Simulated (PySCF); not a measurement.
Potential energy surface of HClO, triplet: collinear O-H-Cl surface. Scanned: O-H distance and H-Cl distance.

Level of theory: unrestricted B3LYP/LANL2DZ, with its core potentials past Ne (PySCF).

Energy in kJ/mol above the lowest grid point; x is the O-H distance (Å), y the H-Cl distance (Å).

```csv
y \ x,0.82,0.89,0.97,1.05,1.13,1.23,1.34,1.46,1.60,1.79,2.04,2.38,2.81
3.71,108.5,35.7,4.5,6.6,27.9,68.8,121.6,180.7,243.3,414.8,406.4,402.5,402.0
3.14,106.2,33.3,2.1,4.1,25.4,66.2,119.0,178.0,240.8,394.1,390.5,390.3,391.6
2.69,104.6,31.5,0.0,1.9,22.8,63.1,115.3,173.8,236.3,357.8,359.7,363.8,367.6
2.37,105.8,32.2,0.0,1.0,20.9,59.8,110.2,166.4,220.7,307.9,314.8,322.9,329.2
2.11,113.6,38.5,4.3,3.1,20.6,55.9,101.5,149.9,191.6,238.8,250.0,260.9,269.1
1.92,129.6,51.9,14.4,9.5,22.8,52.2,89.7,125.2,154.9,176.6,185.1,194.6,202.3
1.77,154.7,73.0,30.6,20.3,27.9,48.7,75.4,98.1,118.1,125.4,131.2,138.8,145.5
1.63,190.0,101.3,51.0,32.7,31.8,42.2,57.9,69.8,77.5,79.4,82.3,87.9,93.6
1.50,235.1,138.2,78.4,50.6,40.4,39.7,44.5,47.2,46.2,43.1,42.9,46.5,51.2
1.38,302.8,195.0,123.0,83.4,62.1,49.2,42.9,38.1,30.6,22.6,19.3,20.9,24.8
1.28,390.9,270.6,185.1,133.0,100.7,76.0,59.9,49.0,37.1,24.7,18.5,18.6,21.8
1.18,525.4,388.7,285.9,218.5,173.1,135.3,108.7,90.3,75.6,58.6,49.5,48.0,50.5
1.09,708.4,552.6,430.2,346.1,286.9,236.0,199.1,173.3,154.9,135.1,123.1,120.2,122.2
```

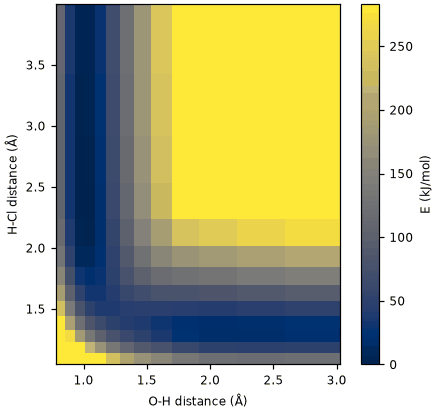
Energy surface, cut off at 283 kJ/mol.

Points that lie below all their neighbours on the grid: x = 0.97, y = 2.37 (0.0 kJ/mol); x = 2.04, y = 1.28 (18.5 kJ/mol). The lowest path on the grid from the first to the second passes x = 1.34, y = 1.38 at 42.9 kJ/mol.
